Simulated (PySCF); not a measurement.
# C₆H₄F₂: circular dichroism and optical rotation, excited states, first hyperpolarisability

Aim: compute the circular dichroism and optical rotation, excited states, first hyperpolarisability of C₆H₄F₂ (`C#C/C=C(\F)C(=C)F`).

Computed with PySCF 2.14.0 and routines of our own; the level stands in each step. Atoms count from 0.

## Step 1: The system as given

12 atoms, charge 0, multiplicity 1; geometry from: GFN2-xTB.

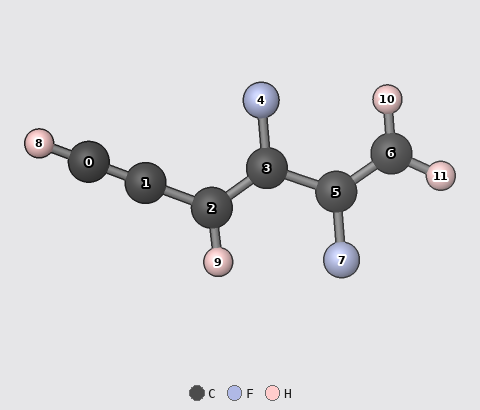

The starting geometry (carbon dark grey, fluorine light blue, hydrogen pink).

## Step 2: Relaxing the molecule at PBE0-D3(BJ)/def2-SVP

What the job is given:

```
{"job": {"xc": "PBE0", "basis": "def2-SVP", "d3": "d3bj", "grid": 2, "kind": "geom"}, "charge": 0, "multiplicity": 1}
C      3.406738    -0.102518     0.259648
C      2.277263     0.201520    -0.016902
C      0.959614     0.555075    -0.339643
C     -0.119732    -0.123897     0.079672
F      0.012641    -1.217050     0.859868
C     -1.497488     0.208749    -0.232641
C     -2.579585    -0.448415     0.168445
F     -1.621060     1.307056    -1.012574
H      4.393066    -0.365293     0.500243
H      0.818521     1.426657    -0.962306
H     -2.486386    -1.321114     0.786686
H     -3.562394    -0.121455    -0.116524
```

Launch:

```console
$ OMP_NUM_THREADS=1 python excited_run.py task.json out
```

This one command runs all jobs of the session in turn.

Output:

```text
step   0  E = -429.82890114  max force = 0.020220
step   1  E = -429.83109523  max force = 0.003907
step   2  E = -429.83094354  max force = 0.005761
step   3  E = -429.83131541  max force = 0.001516
step   4  E = -429.83131539  max force = 0.001494
step   5  E = -429.83132924  max force = 0.000449
optimisation converged
```

Wall time 42 s (1 thread of Arm Neoverse V2, shared host); peak memory 0.67 GiB.

Relaxation path: (the energy doesn't fall at every step)

```csv
step,energy from step 0 (eV),largest force component (eV/Å)
0,0.0000,1.0398
1,-0.0597,0.2009
2,-0.0556,0.2962
3,-0.0657,0.0780
4,-0.0657,0.0768
5,-0.0661,0.0231
```

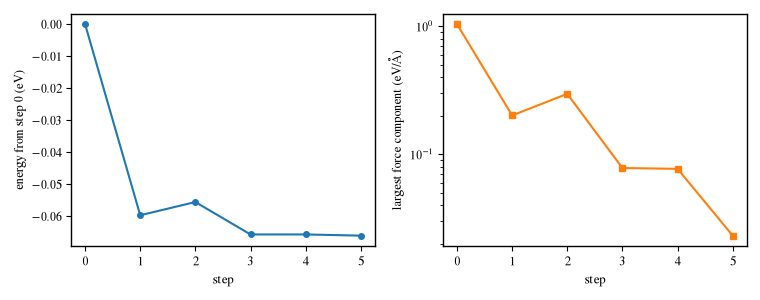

Energy and largest force along the relaxation.

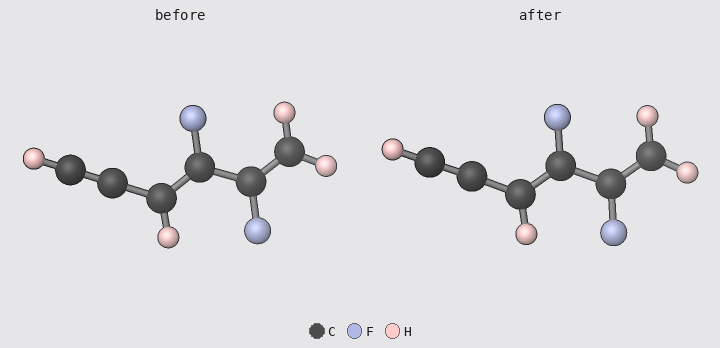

The geometry before (left) and after (right).

Distances of close pairs at the start and the end, largest changes first:

```csv
bond,before (Å),after (Å),change (Å)
C0–H8,1.049,1.074,+0.026
C3–F4,1.350,1.325,-0.024
C5–F7,1.353,1.333,-0.020
C6–H11,1.074,1.090,+0.016
C6–H10,1.074,1.089,+0.015
C2–H9,1.080,1.093,+0.012
C0–C1,1.202,1.214,+0.012
C1–C2,1.402,1.413,+0.011
```

The final coordinates are the input of the step that follows.

```csv
at the end point,value
point group (found at 0.08 Å tolerance),Cs
"rotational constants (GHz, main isotopes)","4.850, 1.212, 0.970"
dipole moment (D),0.45
```

## Step 3: Circular dichroism and optical rotation: TDDFT CAM-B3LYP/aug-cc-pVDZ

What the job is given:

```
{"job": {"kind": "ecd", "xc": "CAM-B3LYP", "basis": "aug-cc-pVDZ", "nstates": 12}, "charge": 0, "multiplicity": 1}
C      3.423158    -0.244261     0.362523
C      2.290089     0.082581     0.073473
C      0.989916     0.501180    -0.288150
C     -0.140006    -0.132388     0.080734
F     -0.103866    -1.224410     0.830643
C     -1.486124     0.288045    -0.285189
C     -2.612105    -0.329801     0.075654
F     -1.506973     1.385853    -1.040972
H      4.420047    -0.546035     0.626006
H      0.874740     1.393995    -0.907472
H     -2.558651    -1.224115     0.694261
H     -3.580752     0.054712    -0.244668
```

With the program's defaults for keys left out, this is: TDDFT CAM-B3LYP/aug-cc-pVDZ circular dichroism and optical rotation, one conformer, gas phase.

Output:

```text
coarse grid: 11168 points
cycle   1  E = -430.3708461216  dE =  1.446e+00  |g| = 6.781e-01  |ddm| = 2.581e+01
cycle   2  E = -430.3218454306  dE =  4.900e-02  |g| = 8.826e-01  |ddm| = 3.500e+00
cycle   3  E = -430.4661531703  dE = -1.443e-01  |g| = 6.218e-02  |ddm| = 2.075e+00
cycle   4  E = -430.4667852228  dE = -6.321e-04  |g| = 4.207e-02  |ddm| = 3.006e-01
cycle   5  E = -430.4671778393  dE = -3.926e-04  |g| = 1.598e-02  |ddm| = 1.766e-01
cycle   6  E = -430.4672392234  dE = -6.138e-05  |g| = 3.050e-03  |ddm| = 7.499e-02
cycle   7  E = -430.4672419144  dE = -2.691e-06  |g| = 8.186e-04  |ddm| = 1.791e-02
final grid: 111944 points
cycle   8  E = -430.4834376574  dE = -2.320e-05  |g| = 3.853e-03  |ddm| = 2.889e-01
cycle   9  E = -430.4834368252  dE =  8.322e-07  |g| = 4.735e-03  |ddm| = 2.926e-02
cycle  10  E = -430.4834405630  dE = -3.738e-06  |g| = 3.371e-04  |ddm| = 1.032e-02
cycle  11  E = -430.4834405871  dE = -2.411e-08  |g| = 1.108e-04  |ddm| = 2.865e-03
cycle  12  E = -430.4834405897  dE = -2.668e-09  |g| = 5.074e-05  |ddm| = 7.129e-04
cycle  13  E = -430.4834405903  dE = -5.989e-10  |g| = 9.894e-06  |ddm| = 1.656e-04
converged SCF energy = -430.4834405903

Singlet excitations and rotatory strengths (1e-40 esu^2 cm^2)
state   eV       nm     f(len)   f(vel)    R(len)    R(vel)   main configurations
  1   4.8427   256.0  0.75062  0.73159     0.177     0.174   H->L 0.94
  2   5.1278   241.8  0.00004  0.00006    -0.052    -0.052   H-1->L 0.90
  3   5.8265   212.8  0.00164  0.00153    -0.036    -0.036   H->L+1 0.40, H->L+5 0.21, H->L+8 0.10
  4   6.1821   200.6  0.00855  0.00840     0.039     0.039   H->L+1 0.44, H->L+5 0.32
  5   6.2585   198.1  0.12430  0.12154    -0.141    -0.141   H-2->L 0.85
  6   6.6035   187.8  0.00001  0.00001     0.112     0.111   H->L+2 0.81
  7   6.8458   181.1  0.05231  0.05087     0.056     0.059   H->L+6 0.43, H-3->L 0.17, H-1->L+5 0.12
  8   6.8824   180.1  0.01031  0.01117    -0.039    -0.040   H->L+3 0.77
  9   7.0673   175.4  0.01200  0.01051    -0.063    -0.062   H->L+4 0.66, H->L+8 0.09
 10   7.3985   167.6  0.00017  0.00019    -1.080    -1.056   H->L+7 0.48, H->L+8 0.09, H->L+4 0.08
 11   7.3998   167.6  0.08971  0.08723     1.170     1.148   H->L+6 0.42, H-3->L 0.30, H->L+9 0.09
 12   7.4415   166.6  0.02501  0.02470     0.005     0.006   H-1->L+1 0.45, H-1->L+2 0.35, H-3->L 0.08

Specific rotation (deg / (dm g/mL))
    nm     length   length(OI)   velocity    alpha(len)  alpha(vel)
  633.0       1.02       1.01       0.95       92.649     90.594
  589.3       1.23       1.23       1.16       93.791     91.708
  546.0       1.53       1.52       1.44       95.288     93.169
  436.0       3.13       3.12       2.97      102.489    100.193
  405.0       4.14       4.12       3.94      106.450    104.057
  365.0       6.52       6.49       6.25      114.807    112.208
  355.0       7.49       7.45       7.18      117.917    115.241
```

It took 64 s on 1 thread of Arm Neoverse V2, shared host; peak memory 1 GiB.

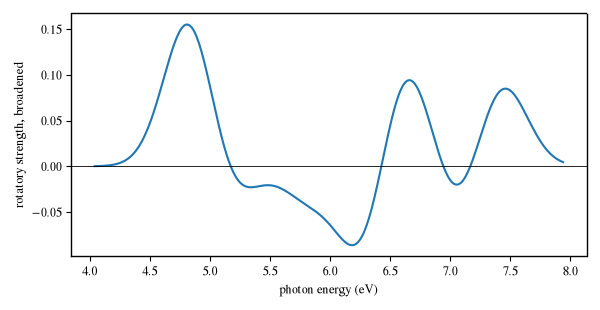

Circular dichroism: velocity-form rotatory strengths under Gaussians of 0.3 eV half-width at 1/e.

## Step 4: Excited states: TDA CAM-B3LYP/def2-TZVP

The job, as its differences from that of step 3:

```diff
@@ -1,2 +1,2 @@
-{"job": {"kind": "ecd", "xc": "CAM-B3LYP", "basis": "aug-cc-pVDZ", "nstates": 12}, "charge": 0, "multiplicity": 1}
+{"job": {"kind": "states", "xc": "CAM-B3LYP", "basis": "def2-TZVP", "tda": true, "soc": true, "nstates": 6, "ntriplets": 5, "nquad": 4}, "charge": 0, "multiplicity": 1}
 C      3.423158    -0.244261     0.362523
```

With the program's defaults for keys left out, this is: TDA CAM-B3LYP/def2-TZVP excited states, vertical, gas phase, spin-orbit mean-field couplings.

Output:

```text
coarse grid: 11168 points
cycle   1  E = -430.5089234161  dE =  1.403e+00  |g| = 7.472e-01  |ddm| = 3.846e+00
cycle   2  E = -430.4505642144  dE =  5.836e-02  |g| = 9.833e-01  |ddm| = 1.196e+00
cycle   3  E = -430.6133082200  dE = -1.627e-01  |g| = 7.063e-02  |ddm| = 6.613e-01
cycle   4  E = -430.6141072973  dE = -7.991e-04  |g| = 4.490e-02  |ddm| = 1.102e-01
cycle   5  E = -430.6145218519  dE = -4.146e-04  |g| = 1.875e-02  |ddm| = 3.983e-02
cycle   6  E = -430.6146016504  dE = -7.980e-05  |g| = 3.641e-03  |ddm| = 1.498e-02
cycle   7  E = -430.6146051858  dE = -3.535e-06  |g| = 9.770e-04  |ddm| = 4.442e-03
final grid: 111944 points
cycle   8  E = -430.6140184471  dE = -4.614e-05  |g| = 3.936e-03  |ddm| = 7.994e-02
cycle   9  E = -430.6140180714  dE =  3.757e-07  |g| = 4.383e-03  |ddm| = 7.697e-03
cycle  10  E = -430.6140211225  dE = -3.051e-06  |g| = 5.573e-04  |ddm| = 3.290e-03
cycle  11  E = -430.6140211674  dE = -4.491e-08  |g| = 1.760e-04  |ddm| = 6.652e-04
cycle  12  E = -430.6140211728  dE = -5.408e-09  |g| = 8.933e-05  |ddm| = 2.804e-04
cycle  13  E = -430.6140211744  dE = -1.634e-09  |g| = 1.742e-05  |ddm| = 7.839e-05
cycle  14  E = -430.6140211745  dE = -7.753e-11  |g| = 8.879e-06  |ddm| = 3.945e-05
converged SCF energy = -430.6140211745

Singlet excitations
state   eV       nm        f     d(h-e)  d(exc)  Lambda  PR(NTO)  |dmu|/D   mu/D   main configurations
  1   5.1626   240.2   0.00008   1.688   3.241   0.350   1.017    5.568    5.119   H-1->L 0.91
  2   5.1944   238.7   0.96074   0.745   3.357   0.831   1.228    1.815    1.381   H->L 0.87
  3   6.0238   205.8   0.00001   0.836   2.875   0.439   1.030    3.248    3.713   H->L+1 0.83, H-2->L+1 0.09
  4   6.5019   190.7   0.25897   1.189   3.388   0.768   1.276    2.960    3.388   H-2->L 0.82
  5   7.0726   175.3   0.21877   0.908   3.005   0.761   2.746                     H->L+2 0.38, H-3->L 0.25, H-1->L+1 0.23
  6   7.6107   162.9   0.00008   0.256   3.255   0.440   1.280                     H->L+3 0.56, H->L+6 0.15

Triplet excitations (Tamm-Dancoff)
state   eV     d(h-e)  d(exc)  Lambda  PR(NTO)   main configurations
  1   2.7222   0.204   2.997   0.843   1.111   H->L 0.93
  2   4.3038   0.195   2.479   0.768   1.527   H-2->L 0.72, H->L+2 0.19
  3   4.8432   1.351   3.055   0.356   1.148   H-1->L 0.81, H-1->L+2 0.10
  4   5.4414   0.139   2.098   0.740   2.096   H-1->L+1 0.54, H-3->L 0.24
  5   5.7292   0.509   2.807   0.432   1.169   H->L+1 0.72, H-2->L+1 0.10
S1 - T1 = 2.4403 eV

Spin-orbit couplings |<S|Hso|T>| (cm-1)
             T1       T2       T3       T4       T5
S0        0.037    0.162    5.844    0.123    2.992
S1        5.574    4.979    0.024    1.405    0.024
S2        0.012    0.028   13.256    0.089    6.866
S3        6.256    3.803    0.012    4.930    0.054
S4        0.033    0.014    9.293    0.051    2.738
S5        0.032    0.023   11.253    0.073    8.150
S6        3.916    0.345    0.784    0.408    0.752
T1 sublevels (cm-1): 0.000 0.000 0.001   radiative rates (1/s): 0.000127 0.000627 0.000225
```

Run time: 45 s. Hardware: 1 thread of Arm Neoverse V2, shared host; peak memory 1.1 GiB.

In short:

```csv
quantity,value
S1 less T1,2.44 eV
```

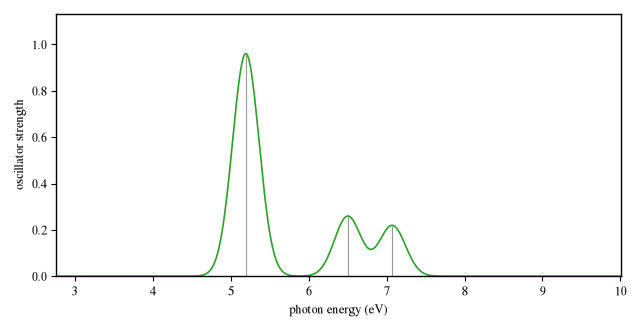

Absorption lines of the singlets. Lines are broadened to a width of 0.40 eV (Gaussian).

## Step 5: Excited states: TDDFT CAM-B3LYP/aug-cc-pVDZ

The job, as its differences from that of step 4:

```diff
@@ -1,2 +1,2 @@
-{"job": {"kind": "states", "xc": "CAM-B3LYP", "basis": "def2-TZVP", "tda": true, "soc": true, "nstates": 6, "ntriplets": 5, "nquad": 4}, "charge": 0, "multiplicity": 1}
+{"job": {"kind": "states", "xc": "CAM-B3LYP", "basis": "aug-cc-pVDZ", "tpa": true, "nstates": 8, "nquad": 6, "ntriplets": 0}, "charge": 0, "multiplicity": 1}
 C      3.423158    -0.244261     0.362523
```

Method: TDDFT CAM-B3LYP/aug-cc-pVDZ excited states, vertical, gas phase, two-photon moments by quadratic response.

Output:

```text
coarse grid: 11168 points
cycle   1  E = -430.3708461216  dE =  1.446e+00  |g| = 6.781e-01  |ddm| = 2.581e+01
cycle   2  E = -430.3218454306  dE =  4.900e-02  |g| = 8.826e-01  |ddm| = 3.500e+00
cycle   3  E = -430.4661531703  dE = -1.443e-01  |g| = 6.218e-02  |ddm| = 2.075e+00
cycle   4  E = -430.4667852228  dE = -6.321e-04  |g| = 4.207e-02  |ddm| = 3.006e-01
cycle   5  E = -430.4671778393  dE = -3.926e-04  |g| = 1.598e-02  |ddm| = 1.766e-01
cycle   6  E = -430.4672392234  dE = -6.138e-05  |g| = 3.050e-03  |ddm| = 7.499e-02
cycle   7  E = -430.4672419144  dE = -2.691e-06  |g| = 8.186e-04  |ddm| = 1.791e-02
final grid: 111944 points
cycle   8  E = -430.4834376574  dE = -2.320e-05  |g| = 3.853e-03  |ddm| = 2.889e-01
cycle   9  E = -430.4834368252  dE =  8.322e-07  |g| = 4.735e-03  |ddm| = 2.926e-02
cycle  10  E = -430.4834405630  dE = -3.738e-06  |g| = 3.371e-04  |ddm| = 1.032e-02
cycle  11  E = -430.4834405871  dE = -2.411e-08  |g| = 1.108e-04  |ddm| = 2.865e-03
cycle  12  E = -430.4834405897  dE = -2.668e-09  |g| = 5.074e-05  |ddm| = 7.129e-04
cycle  13  E = -430.4834405903  dE = -5.989e-10  |g| = 9.894e-06  |ddm| = 1.656e-04
converged SCF energy = -430.4834405903

Singlet excitations
state   eV       nm        f     d(h-e)  d(exc)  Lambda  PR(NTO)  |dmu|/D   mu/D   delta(TPA)   sigma/GM   main configurations
  1   4.8429   256.0   0.75081   0.640   3.408   0.794   1.245    1.627    1.181      130.73      1.123   H->L 0.94
  2   5.1278   241.8   0.00004   1.681   3.276   0.336   1.014    5.476    5.025        0.11      0.001   H-1->L 0.90
  3   5.8266   212.8   0.00164   0.716   3.614   0.285   1.100    3.107    3.535        5.71      0.071   H->L+1 0.40, H->L+5 0.21, H->L+8 0.10
  4   6.1821   200.6   0.00854   0.430   4.019   0.291   1.164    1.893    1.992       32.98      0.462   H->L+1 0.44, H->L+5 0.32
  5   6.2588   198.1   0.12436   0.717   3.258   0.711   1.414    1.930    2.356     1684.94     24.180   H-2->L 0.85
  6   6.6036   187.8   0.00001   0.324   5.263   0.198   1.164    1.301    1.326      507.13      8.102   H->L+2 0.81
  7   6.8459   181.1   0.05230   0.519   3.538   0.559   2.541                                            H->L+6 0.43, H-3->L 0.17, H-1->L+5 0.12
  8   6.8824   180.1   0.01031   0.563   5.004   0.212   1.070                                            H->L+3 0.77
```

Wall time 41 s (1 thread of Arm Neoverse V2, shared host); peak memory 0.94 GiB.

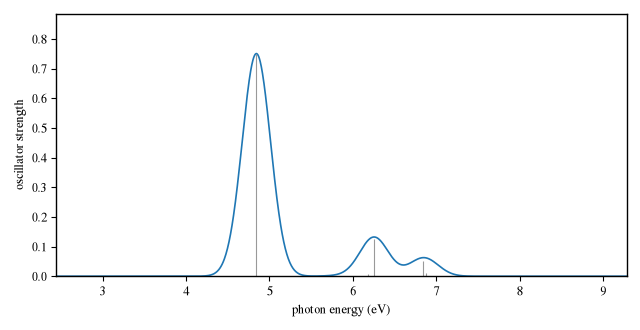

Absorption lines of the singlets. Lines are broadened to a width of 0.40 eV (Gaussian).

## Step 6: First hyperpolarisability: quadratic response CAM-B3LYP/aug-cc-pVDZ

The job, as its differences from that of step 5:

```diff
@@ -1,2 +1,2 @@
-{"job": {"kind": "states", "xc": "CAM-B3LYP", "basis": "aug-cc-pVDZ", "tpa": true, "nstates": 8, "nquad": 6, "ntriplets": 0}, "charge": 0, "multiplicity": 1}
+{"job": {"kind": "beta", "xc": "CAM-B3LYP", "basis": "aug-cc-pVDZ"}, "charge": 0, "multiplicity": 1}
 C      3.423158    -0.244261     0.362523
```

Level: quadratic response CAM-B3LYP/aug-cc-pVDZ first hyperpolarisability, Taylor convention, gas phase.

Output:

```text
coarse grid: 11168 points
cycle   1  E = -430.3708461216  dE =  1.446e+00  |g| = 6.781e-01  |ddm| = 2.581e+01
cycle   2  E = -430.3218454306  dE =  4.900e-02  |g| = 8.826e-01  |ddm| = 3.500e+00
cycle   3  E = -430.4661531703  dE = -1.443e-01  |g| = 6.218e-02  |ddm| = 2.075e+00
cycle   4  E = -430.4667852228  dE = -6.321e-04  |g| = 4.207e-02  |ddm| = 3.006e-01
cycle   5  E = -430.4671778393  dE = -3.926e-04  |g| = 1.598e-02  |ddm| = 1.766e-01
cycle   6  E = -430.4672392234  dE = -6.138e-05  |g| = 3.050e-03  |ddm| = 7.499e-02
cycle   7  E = -430.4672419144  dE = -2.691e-06  |g| = 8.186e-04  |ddm| = 1.791e-02
final grid: 111944 points
cycle   8  E = -430.4834376574  dE = -2.320e-05  |g| = 3.853e-03  |ddm| = 2.889e-01
cycle   9  E = -430.4834368252  dE =  8.322e-07  |g| = 4.735e-03  |ddm| = 2.926e-02
cycle  10  E = -430.4834405630  dE = -3.738e-06  |g| = 3.371e-04  |ddm| = 1.032e-02
cycle  11  E = -430.4834405871  dE = -2.411e-08  |g| = 1.108e-04  |ddm| = 2.865e-03
cycle  12  E = -430.4834405897  dE = -2.668e-09  |g| = 5.074e-05  |ddm| = 7.129e-04
cycle  13  E = -430.4834405903  dE = -5.989e-10  |g| = 9.894e-06  |ddm| = 1.656e-04
converged SCF energy = -430.4834405903

Lowest singlets (eV, f): 4.8429 0.7508  5.1278 0.0000  5.8266 0.0016

First hyperpolarisability (au)
process     nm      |vector|   parallel      HRS      DR
static         -      163.30     -95.57      71.58   4.213
shg       1907.0      192.64    -113.77       83.9   4.303
eope      1907.0      172.40    -101.23          -       -
shg       1064.0      286.16     -171.0     123.02    4.49
eope      1064.0      194.96     -115.2          -       -
```

Wall time 31 s (1 thread of Arm Neoverse V2, shared host); peak memory 0.85 GiB.

## Step 7: Results

| quantity | value |
| --- | --- |
| point group | Cs |
| rotational constants (main isotopes) | 4.85, 1.21, 0.97 GHz |
| state of largest rotatory strength (velocity form) among 12 (step 3, TDDFT CAM-B3LYP/aug-cc-pVDZ) | 7.40 eV, R = +1.1 (velocity), +1.2 (length) ·10⁻⁴⁰ esu² cm² |
| specific rotation at 633.0 nm (step 3, TDDFT CAM-B3LYP/aug-cc-pVDZ) | 0.9 (velocity), 1.0 (length) |
| S1 less T1 (step 4, TDA CAM-B3LYP/def2-TZVP) | 2.44 eV |
| β vector (step 6, quadratic response CAM-B3LYP/aug-cc-pVDZ) | static 163, SHG 1907.0 nm 193, SHG 1064.0 nm 286 au |

The optimisation took 5 steps and gained 0.066 eV; among the close pairs (by a distance rule), C0–H8 changed most, from 1.049 to 1.074 Å. No frequency check was run at this level, so the end point may be a saddle. The geometry is achiral, so these rotations and rotatory strengths are numerical residue. In step 4, the number of triplets below S1 is 3, and the largest singlet-triplet spin-orbit coupling is S2–T3, 13.26 cm⁻¹. β grows from 163 au (static) to 286 au for doubling at 1064.0 nm: normal dispersion, which grows as twice the photon energy moves toward the bright states.
